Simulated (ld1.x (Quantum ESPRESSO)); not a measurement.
# Pseudopotential generation for Mo: PAW, PBE

Aim: build the potential from the settings below, then test how well it stands in for the atom: other configurations, scattering, ghost states and the plane-wave cutoff that it needs.

Method: ld1.x (Quantum ESPRESSO) 7.5, PBE, scalar-relativistic.

### Step 1. The design

The settings as typed:

```
element                 : molybdenum (Mo, Z = 42)
type                    : PAW
frozen core             : [Kr]
valence charge          : 6
reference configuration : 4d5 5s0 5p0 (charge +1)
partial waves           : 5s (bound, empty): rcut 1.60, rcutus 2.15 bohr; 5s channel at 1 Ry: rcut 1.60, rcutus 2.15 bohr; 5p (bound, empty): rcut 3.55, rcutus 3.85 bohr; 5p channel at 0.9 Ry: rcut 3.55, rcutus 3.85 bohr; 4d (bound): rcut 2.15, rcutus 2.60 bohr; 4d channel at 1.3 Ry: rcut 2.15, rcutus 2.60 bohr
local potential         : all-electron potential smoothed inside 3.30 bohr (lloc = -1)
core correction         : Bessel-smoothed model core inside 1.40 bohr
augmentation charge     : PSQ, inside the norm-conserving radii
```

An earlier all-electron run gives the scale for the radii.

All-electron outer shells of the reference configuration (PBE, scalar-relativistic, ld1.x):

| shell | level (eV) | outermost node (bohr) | outermost maximum (bohr) |
| --- | --- | --- | --- |
| 4s | -71.11 | 0.51 | 0.99 |
| 4p | -45.29 | 0.52 | 1.08 |
| 4d | -10.41 | 0.53 | 1.38 |
| 5s | -9.83 | 1.34 | 2.79 |
| 5p | -5.91 | 1.53 | 3.53 |

### Step 2. Generating the potential

Mo.in reads:

```
 &input
   title='Mo', zed=42., rel=1, dft='PBE', iswitch=3,
   config='[Kr] 4d5 5s0 5p0',
   nld=3, rlderiv=4.20, eminld=-3.0, emaxld=5.0, deld=0.02
 /
 &inputp
   pseudotype=3, lpaw=.true., tm=.true., lloc=-1, rcloc=3.30,
   nlcc=.true., new_core_ps=.true., rcore=1.40,
   which_augfun='PSQ', rmatch_augfun_nc=.true.,
   file_pseudopw='Mo.UPF', file_wfcaegen='ae.wfc', file_wfcncgen='nc.wfc', file_beta='beta', file_chi='chi', file_wfcusgen='us.wfc'
 /
6
5S  1  0   0.00   0.00  1.60  2.15  0.0
5S  1  0   0.00   1.00  1.60  2.15  0.0
5P  2  1   0.00   0.00  3.55  3.85  0.0
5P  2  1   0.00   0.90  3.55  3.85  0.0
4D  3  2   5.00   0.00  2.15  2.60  0.0
4D  3  2   0.00   1.30  2.15  2.60  0.0
 &test
   configts(1)='4d5 5s0 5p0'
 /
```

Command:

```sh
ld1.x < Mo.in > Mo.out
```

Output in Mo.out (without the banner and most projector matrices):

```text
     Program LD1 v.7.5
     --------------------------- All-electron run ----------------------------

     Mo
     scalar relativistic calculation

     atomic number is 42.00
     dft =PBE   lsd =0 sic =0 latt =0  beta=0.20 tr2=1.0E-14
     Exchange-correlation= PBE
                           (   1   4   3   4   0   0   0)
     mesh =1229 r(mesh) = 100.71859 a.u. xmin = -7.00 dx = 0.01250
     1 Ry =  13.60569312 eV, c = 137.03599908

     n l     nl                  e(Ry)          e(Ha)          e(eV)
     1 0     1S 1( 2.00)     -1457.4386      -728.7193    -19829.4622
     2 0     2S 1( 2.00)      -206.2591      -103.1296     -2806.2980
     2 1     2P 1( 6.00)      -184.4406       -92.2203     -2509.4421
     3 0     3S 1( 2.00)       -35.5165       -17.7583      -483.2266
     3 1     3P 1( 6.00)       -28.3659       -14.1829      -385.9374
     4 0     4S 1( 2.00)        -5.2268        -2.6134       -71.1139
     4 1     4P 1( 6.00)        -3.3287        -1.6643       -45.2888
     3 2     3D 1(10.00)       -16.7330        -8.3665      -227.6640
     4 2     4D 1( 5.00)        -0.7654        -0.3827       -10.4139
     5 0     5S 1( 0.00)        -0.7224        -0.3612        -9.8285
     5 1     5P 1( 0.00)        -0.4342        -0.2171        -5.9078

     final scf error:  7.6E-15 reached in  26 iterations

     Etot =   -8096.737397 Ry,   -4048.368698 Ha, -110161.724320 eV

     Ekin =    8348.452499 Ry,    4174.226250 Ha,  113586.482755 eV
     Encl =  -19493.232400 Ry,   -9746.616200 Ha, -265218.938004 eV
     Eh   =    3294.698294 Ry,    1647.349147 Ha,   44826.653923 eV
     Exc  =    -246.655791 Ry,    -123.327895 Ha,   -3355.922994 eV

     normalization and overlap integrals

     s(1S/1S) =  1.000000  <r> =   0.0352  <r2> =    0.0017  r(max) =   0.0229
     s(2S/2S) =  1.000000  <r> =   0.1537  <r2> =    0.0279  r(max) =   0.1303
     s(2P/2P) =  1.000000  <r> =   0.1339  <r2> =    0.0219  r(max) =   0.1041
     s(3S/3S) =  1.000000  <r> =   0.4289  <r2> =    0.2107  r(max) =   0.3819
     s(3P/3P) =  1.000000  <r> =   0.4306  <r2> =    0.2158  r(max) =   0.3771
     s(4S/4S) =  1.000000  <r> =   1.1086  <r2> =    1.3939  r(max) =   0.9874
     s(4P/4P) =  1.000000  <r> =   1.2388  <r2> =    1.7618  r(max) =   1.0777
     s(3D/3D) =  1.000000  <r> =   0.4153  <r2> =    0.2074  r(max) =   0.3246
     s(4D/4D) =  1.000000  <r> =   1.8922  <r2> =    4.3976  r(max) =   1.3838
     s(5S/5S) =  1.000000  <r> =   3.2673  <r2> =   12.1075  r(max) =   2.7866
     s(5P/5P) =  1.000000  <r> =   4.1847  <r2> =   19.9276  r(max) =   3.5336

     ------------------------ End of All-electron run ------------------------

     --------------------- Generating PAW atomic setup --------------------

      Generating local potential from pseudized AE potential:
      Matching radius rcloc =   3.3000

      Local pseudo, rcloc= 3.278 Estimated cut-off energy=     2.17 Ry

      Computing core charge for nlcc:

       r > 1.40 : true rho core
      Core charge pseudized with two Bessel functions
      Integrated core pseudo-charge :  11.97
      Wfc-us  5S rcutus= 2.143  Estimated cut-off energy=    25.61 Ry
      Wfc-us  5S rcutus= 2.143  Estimated cut-off energy=    10.31 Ry
      Wfc-us  5P rcutus= 3.809  Estimated cut-off energy=     5.23 Ry
      Wfc-us  5P rcutus= 3.809  Estimated cut-off energy=     9.70 Ry
      Wfc-us  4D rcutus= 2.618  Estimated cut-off energy=    17.10 Ry
      Wfc-us  4D rcutus= 2.618  Estimated cut-off energy=    14.77 Ry

     Required augmentation: PSQ   radius:    3.850000

     Q pseudized with Bessel functions
     Expected ecutrho=     143.6377 due to l1=  0   l2=  2

     Estimated PAW energy = -255.713230 Ryd

     The PAW screened D coefficients
    -0.95914    -0.52710     0.00000     0.00000     0.00000     0.00000
    -0.52710     0.10661     0.00000     0.00000     0.00000     0.00000
     0.00000     0.00000     0.24210     0.27024     0.00000     0.00000
     0.00000     0.00000     0.27024     0.34626     0.00000     0.00000
     0.00000     0.00000     0.00000     0.00000    -1.10693    -0.23391
     0.00000     0.00000     0.00000     0.00000    -0.23391     0.20997

     The PAW descreened D coefficients (US)
    -2.43220    -0.54728     0.00000     0.00000     0.00000     0.00000
    -0.54728     0.30017     0.00000     0.00000     0.00000     0.00000
     0.00000     0.00000     0.11185     0.00861     0.00000     0.00000
     0.00000     0.00000     0.00861     0.03697     0.00000     0.00000
     0.00000     0.00000     0.00000     0.00000    -0.04029     0.62858
     0.00000     0.00000     0.00000     0.00000     0.62858     0.78237

     ------------------- End of pseudopotential generation -------------------

     [... the all-electron block is printed once more ...]


     Computing logarithmic derivative in   4.18330

       Warning: n=1, l=0 expected 0 nodes, found 1
       Setting wfc to zero for this iteration
       (This warning will only be printed once per wavefunction)

       Zero norm: self consistency problem; state:  2 (l=  0, j=0.0)
     Computing logarithmic derivative in   4.18330
     Computing the partial wave expansion
     R is outside the sphere for l=    0 j= 0.00
     R is outside the sphere for l=    0 j= 0.00
     R is outside the sphere for l=    1 j= 0.00
     R is outside the sphere for l=    1 j= 0.00
     R is outside the sphere for l=    2 j= 0.00
     R is outside the sphere for l=    2 j= 0.00

     ---------------------- Testing the pseudopotential ----------------------

     Mo
     scalar relativistic calculation

     atomic number is 42.00   valence charge is  6.00
     dft = SLA  PW   PBX  PBC   lsd =0 sic =0 latt =0  beta=0.20 tr2=1.0E-14
     mesh =1229 r(mesh) = 100.71859 xmin = -7.00 dx = 0.01250

     n l     nl             e AE (Ry)        e PS (Ry)    De AE-PS (Ry)
     3 2     4D   1( 5.00)       -0.76541       -0.76541        0.00000
     1 0     5S   1( 0.00)       -0.72238       -0.72238        0.00000
     2 1     5P   1( 0.00)       -0.43422       -0.43422        0.00000

     eps = 5.3E-16  iter =  3

     Etot =   -8096.737397 Ry,   -4048.368698 Ha, -110161.724320 eV
     Etotps =  -255.713231 Ry,    -127.856615 Ha,   -3479.155745 eV

     Ekin =      41.471916 Ry,      20.735958 Ha,     564.254167 eV
     Encl =     -62.619366 Ry,     -31.309683 Ha,    -851.979882 eV
     Ehrt =      12.090009 Ry,       6.045004 Ha,     164.492946 eV
     Ecxc =    -246.655789 Ry,    -123.327895 Ha,   -3355.922976 eV
     (Ecc =     -18.445165 Ry,      -9.222583 Ha,    -250.959255 eV)

     ---------------------- End of pseudopotential test ----------------------
```

Run time: 2.5 s. Hardware: 1 thread of Neoverse-V1, shared host. (Generation and the later configuration tests together.)

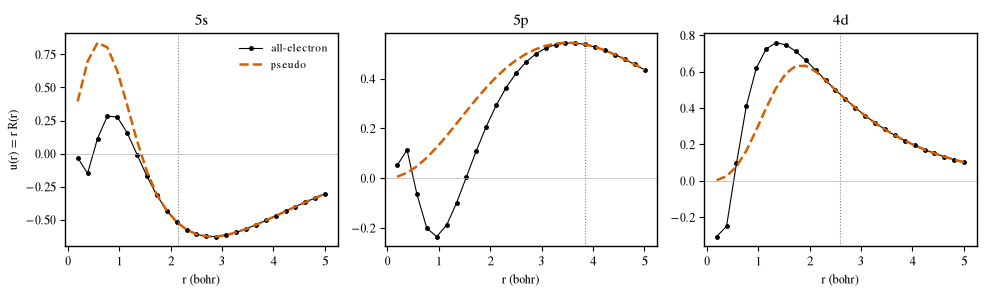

All-electron and pseudo partial waves (5s, 5p, 4d), with the matching radii dotted. The curves join 26 sampled radii, too few to resolve the innermost nodes.

### Step 3. Configuration tests

Mo.test.in reads:

```
 &input
   title='Mo', zed=42., rel=1, dft='PBE', iswitch=2,
   config='[Kr] 4d5 5s0 5p0'
 /
 &test
   file_pseudo='Mo.UPF', nconf=8,
   configts(1)='4d5 5s0 5p0',
   configts(2)='4d5 5s1 5p0',
   configts(3)='4d4 5s0 5p0',
   configts(4)='4d3 5s0 5p0',
   configts(5)='4d2 5s0 5p0',
   configts(6)='4d5 5s0.5 5p0',
   configts(7)='4d5 5s0 5p1',
   configts(8)='4d4 5s1 5p0'
 /
```

Command:

```sh
ld1.x < Mo.test.in > Mo.test.out
```

Mo.test.out, the pseudopotential blocks, each with the warnings that came before it:

```text
     Warning: n=1, l=0 expected 0 nodes, found 1
     ---------------------- Testing the pseudopotential ----------------------

     Mo
     scalar relativistic calculation

     atomic number is 42.00   valence charge is  6.00
     dft =SLA  PW   PBX  PBC   lsd =0 sic =0 latt =0  beta=0.20 tr2=1.0E-14
     mesh =1229 r(mesh) = 100.71859 xmin = -7.00 dx = 0.01250

     n l     nl             e AE (Ry)        e PS (Ry)    De AE-PS (Ry)
     3 2     4D   1( 5.00)       -0.76541       -0.76541        0.00000
     1 0     5S   1( 0.00)       -0.72238       -0.72238        0.00000
     2 1     5P   1( 0.00)       -0.43422       -0.43422        0.00000

     eps = 5.3E-16  iter =  3

     Etot =   -8096.737397 Ry,   -4048.368698 Ha, -110161.724320 eV
     Etotps =  -255.713231 Ry,    -127.856615 Ha,   -3479.155745 eV

     Ekin =      41.471916 Ry,      20.735958 Ha,     564.254167 eV
     Encl =     -62.619366 Ry,     -31.309683 Ha,    -851.979882 eV
     Ehrt =      12.090009 Ry,       6.045004 Ha,     164.492946 eV
     Ecxc =    -246.655789 Ry,    -123.327895 Ha,   -3355.922976 eV
     (Ecc =     -18.445165 Ry,      -9.222583 Ha,    -250.959255 eV)

     ---------------------- End of pseudopotential test ----------------------

     BEWARE! Errors in PS-KS equations
     Warning: n=3, l=2 expected 0 nodes, found 1
     ---------------------- Testing the pseudopotential ----------------------

     Mo
     [...]
     n l     nl             e AE (Ry)        e PS (Ry)    De AE-PS (Ry)
     3 2     4D   1( 5.00)       -0.27582       -0.76541        0.48959  !
     1 0     5S   1( 1.00)       -0.30034       -0.30034        0.00000
     2 1     5P   1( 0.00)       -0.07669       -0.09970        0.02301  !

     eps = 9.8E-15  iter = 24

     Etot =   -8097.243804 Ry,   -4048.621902 Ha, -110168.614337 eV
     Etotps =  -256.013566 Ry,    -128.006783 Ha,   -3483.242016 eV
     dEtot_ae =      -0.506407 Ry
     dEtot_ps =      -0.300335 Ry,   Delta E=      -0.206072 Ry

     [...]
     ---------------------- End of pseudopotential test ----------------------

     ---------------------- Testing the pseudopotential ----------------------

     Mo
     [...]
     n l     nl             e AE (Ry)        e PS (Ry)    De AE-PS (Ry)
     3 2     4D   1( 4.00)       -1.53074       -1.54605        0.01531  !
     1 0     5S   1( 0.00)       -1.30116       -1.30116        0.00000
     2 1     5P   1( 0.00)       -0.93263       -0.93518        0.00255

     eps = 1.1E-16  iter =  7

     Etot =   -8095.600994 Ry,   -4047.800497 Ha, -110146.262764 eV
     Etotps =  -254.570808 Ry,    -127.285404 Ha,   -3463.612292 eV
     dEtot_ae =       1.136403 Ry
     dEtot_ps =       1.142423 Ry,   Delta E=      -0.006019 Ry

     [...]
     ---------------------- End of pseudopotential test ----------------------

     ---------------------- Testing the pseudopotential ----------------------

     Mo
     [...]
     n l     nl             e AE (Ry)        e PS (Ry)    De AE-PS (Ry)
     3 2     4D   1( 3.00)       -2.41857       -2.47179        0.05321  !
     1 0     5S   1( 0.00)       -1.96231       -1.96231        0.00000
     2 1     5P   1( 0.00)       -1.51918       -1.53655        0.01737  !

     eps = 5.0E-17  iter =  7

     Etot =   -8093.635334 Ry,   -4046.817667 Ha, -110119.518600 eV
     Etotps =  -252.572897 Ry,    -126.286448 Ha,   -3436.429328 eV
     dEtot_ae =       3.102063 Ry
     dEtot_ps =       3.140334 Ry,   Delta E=      -0.038271 Ry

     [...]
     ---------------------- End of pseudopotential test ----------------------

     ---------------------- Testing the pseudopotential ----------------------

     Mo
     [...]
     n l     nl             e AE (Ry)        e PS (Ry)    De AE-PS (Ry)
     3 2     4D   1( 2.00)       -3.40343       -3.51946        0.11603  !
     1 0     5S   1( 0.00)       -2.69065       -2.69065        0.00000
     2 1     5P   1( 0.00)       -2.17762       -2.23711        0.05949  !

     eps = 9.1E-15  iter =  5

     Etot =   -8090.731820 Ry,   -4045.365910 Ha, -110080.014279 eV
     Etotps =  -249.586605 Ry,    -124.793303 Ha,   -3395.798760 eV
     dEtot_ae =       6.005577 Ry
     dEtot_ps =       6.126625 Ry,   Delta E=      -0.121048 Ry

     [...]
     ---------------------- End of pseudopotential test ----------------------

     BEWARE! Errors in PS-KS equations
     ---------------------- Testing the pseudopotential ----------------------

     Mo
     [...]
     n l     nl             e AE (Ry)        e PS (Ry)    De AE-PS (Ry)
     3 2     4D   1( 5.00)       -0.51001       -0.76541        0.25540  !
     1 0     5S   1( 0.50)       -0.50411       -0.50411        0.00000
     2 1     5P   1( 0.00)       -0.24675       -0.32078        0.07403  !

     eps = 7.7E-15  iter = 17

     Etot =   -8097.043394 Ry,   -4048.521697 Ha, -110165.887629 eV
     Etotps =  -255.965286 Ry,    -127.982643 Ha,   -3482.585135 eV
     dEtot_ae =      -0.305998 Ry
     dEtot_ps =      -0.252055 Ry,   Delta E=      -0.053942 Ry

     [...]
     ---------------------- End of pseudopotential test ----------------------

     ---------------------- Testing the pseudopotential ----------------------

     Mo
     [...]
     n l     nl             e AE (Ry)        e PS (Ry)    De AE-PS (Ry)
     3 2     4D   1( 5.00)       -0.36978       -0.37030        0.00052
     1 0     5S   1( 0.00)       -0.36632       -0.36632        0.00000
     2 1     5P   1( 1.00)       -0.12816       -0.12807       -0.00009

     eps = 5.9E-15  iter = 14

     Etot =   -8097.013001 Ry,   -4048.506501 Ha, -110165.474109 eV
     Etotps =  -255.988816 Ry,    -127.994408 Ha,   -3482.905272 eV
     dEtot_ae =      -0.275604 Ry
     dEtot_ps =      -0.275585 Ry,   Delta E=      -0.000019 Ry

     [...]
     ---------------------- End of pseudopotential test ----------------------

     BEWARE! Errors in PS-KS equations
     Warning: n=2, l=1 expected 0 nodes, found 1
     ---------------------- Testing the pseudopotential ----------------------

     Mo
     [...]
     n l     nl             e AE (Ry)        e PS (Ry)    De AE-PS (Ry)
     3 2     4D   1( 4.00)       -0.93829       -1.54605        0.60776  !
     1 0     5S   1( 1.00)       -0.80656       -0.80656        0.00000
     2 1     5P   1( 0.00)       -0.49297       -0.64086        0.14789  !

     eps = 8.0E-15  iter = 30

     Etot =   -8096.651146 Ry,   -4048.325573 Ha, -110160.550817 eV
     Etotps =  -255.377370 Ry,    -127.688685 Ha,   -3474.586124 eV
     dEtot_ae =       0.086251 Ry
     dEtot_ps =       0.335861 Ry,   Delta E=      -0.249610 Ry

     [...]
     ---------------------- End of pseudopotential test ----------------------
```

3 tests gave no usable energy difference (4d5 5s1 5p0; 4d5 5s0.5 5p0; 4d4 5s1 5p0).

The tests as a table, with energies relative to 4d5 5s0 5p0.

| valence configuration | charge | ΔE all-electron (eV) | error AE − PS (meV) |
| --- | --- | --- | --- |
| 4d4 5s0 5p0 | +2 | 15.462 | -82 |
| 4d3 5s0 5p0 | +3 | 42.206 | -521 |
| 4d2 5s0 5p0 | +4 | 81.710 | -1647 |
| 4d5 5s0 5p1 | 0 | -3.750 | -0.3 |

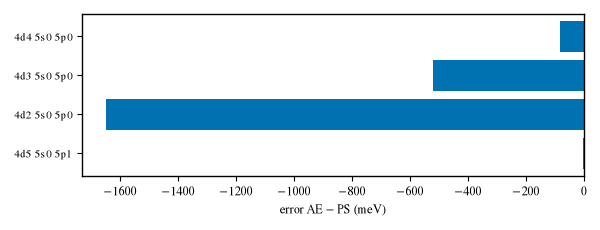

Error of the potential in each test configuration.

### Step 4. Scattering by logarithmic derivatives

Taken from the files of the generation run. The phase is arctan(r·u′/u) with u = r·R, unwrapped, with energies in Ry. A pole is an energy at which the radial function vanishes at the test radius. The pseudo phase is shifted by a multiple of π to meet the all-electron one at the reference energy. Levels narrower than the energy grid can be missing from the poles. The last column is the largest difference on the grid between −1 and +1 Ry.

| channel | radius (bohr) | reference (Ry) | poles AE | poles PS | window around the reference with phases within 0.05 rad (Ry) | largest difference near zero (rad) |
| --- | --- | --- | --- | --- | --- | --- |
| s | 4.18 | -0.72 | -0.37, 2.67 | -1.73, -0.37, 2.69 | -1.7 to 4.2 | 0.001 |
| p | 4.18 | -0.43 | 0.21, 3.39 | 0.21, 2.85, 4.88 | below 1.5 | 0.001 |
| d | 4.18 | -0.77 | -0.72, 1.36, 4.77 | -0.72, 1.36 | below 2.7 | 0.007 |

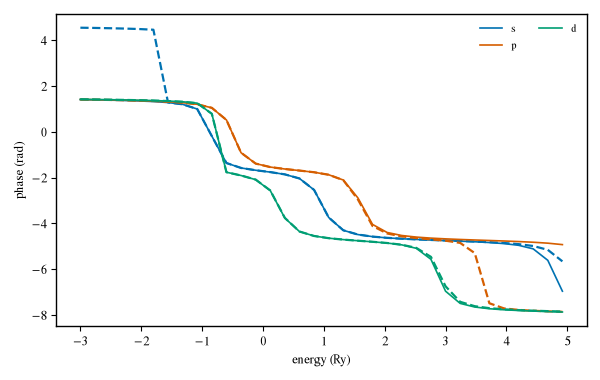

Phases by channel: all-electron solid, pseudo dashed.

### Step 5. Cutoff and ghost test in a Bessel basis

A separate test, outside the generator: the pseudo-atom's Hamiltonian at the reference potential is diagonalised in spherical Bessel functions j_l(qr) that vanish at 20 bohr, with q² up to the cutoff.

All-electron valence levels (Ry): 5s -0.7224, 5p -0.4342, 4d -0.7654. The lowest levels of each channel (Ry) by cutoff; the last column sums, over occupied levels, occupation times the distance from the level at 400 Ry. A positive value at high cutoff is not a bound level.

| cutoff (Ry) | s #1 | s #2 | p #1 | d #1 | f #1 | Σ f·Δε (mRy) |
| --- | --- | --- | --- | --- | --- | --- |
| 8 | -0.7354 | -0.2076 | -0.4342 | -0.6500 | -0.0567 | 577.2 |
| 10 | -0.7356 | -0.2076 | -0.4342 | -0.7366 | -0.0567 | 144.3 |
| 12 | -0.7359 | -0.2077 | -0.4342 | -0.7603 | -0.0567 | 25.6 |
| 15 | -0.7386 | -0.2082 | -0.4342 | -0.7648 | -0.0567 | 3.3 |
| 18 | -1.1902 | -0.7098 | -0.4342 | -0.7651 | -0.0567 | 1.6 |
| 21 | -1.6043 | -0.7210 | -0.4342 | -0.7652 | -0.0567 | 1.1 |
| 25 | -1.6756 | -0.7219 | -0.4342 | -0.7653 | -0.0567 | 0.4 |
| 30 | -1.6813 | -0.7220 | -0.4342 | -0.7654 | -0.0567 | 0.1 |
| 35 | -1.7039 | -0.7222 | -0.4342 | -0.7654 | -0.0567 | 0.1 |
| 400 | -1.7194 | -0.7224 | -0.4342 | -0.7654 | -0.0567 | 0.0 |

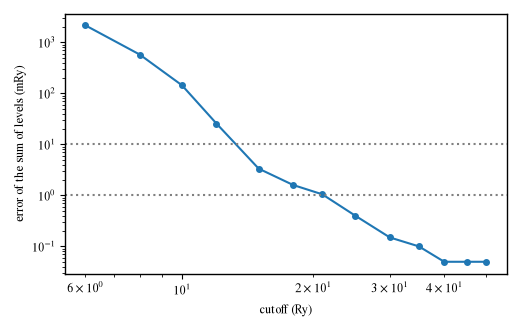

Occupation-weighted error of the valence levels against the cutoff; the dotted lines mark 10 and 1 mRy.

The sum stays within 10 mRy from 15 Ry and within 1 mRy from 25 Ry. The sum leaves out empty levels, which can need more. Ghost test: ghost state, bound below the all-electron valence or empty levels of the same l: s at -23.4 eV.

### Step 6. Outcome

| quantity | value |
| --- | --- |
| cutoffs for 10 and 1 mRy, occupied levels | 15 Ry and 25 Ry |
| bound ghosts | s at -23.39 eV |
| largest test error (AE − PS) | -1647 meV, for 4d2 5s0 5p0 (3 tests unsolved) |
| largest phase difference near zero energy, channels read | 0.007 rad |
| lowest eigenvalue of the overlap (Bessel basis) | 0.021 (s) |
| density cutoff estimated by the generator | 144 Ry |

What this shows: A bound ghost (s) makes it unfit for use: electrons can fall into a state that the atom doesn't have. By total energies transferability is poor: the largest error is 1647 meV on 81.7 eV, for 4d2 5s0 5p0. That test lies far up in energy; among those under 40 eV, nearer to bonding, the largest error is 82 meV. Of the tests 3 gave no usable energy difference, which is a warning in itself. By its cutoff, 15 Ry for the looser tolerance, it is soft on the atom at that tolerance. That counts occupied waves only; other projectors can need more. Near zero energy the phases of the channels with partial waves agree within 0.007 rad. The pseudo curves have a pole with no partner nearby in the atom's: s at -1.73 Ry.
